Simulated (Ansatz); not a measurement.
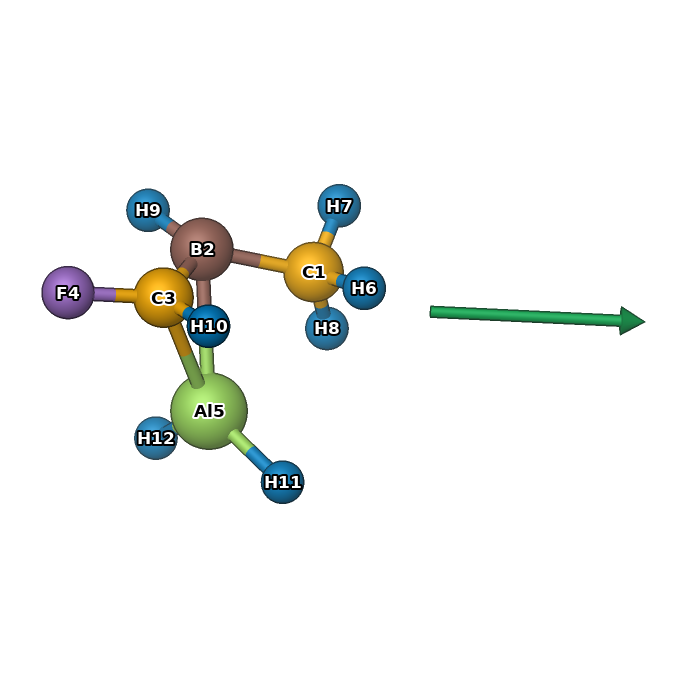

The arrow beside the molecule shows the direction of the dipole moment, from the negative to the positive end (its length means nothing). The geometry was computed by an optimisation with PBE-D4/def2-SVP. No frequency run is at hand to confirm it as a minimum. Level of theory: RKS PBE-D4/def2-SVP (Ansatz 0.2.0).

Estimate the dipole moment.

Answer. 2.18 D; it points from the side of F4 to the side of H6 (the outermost atoms at the two ends).
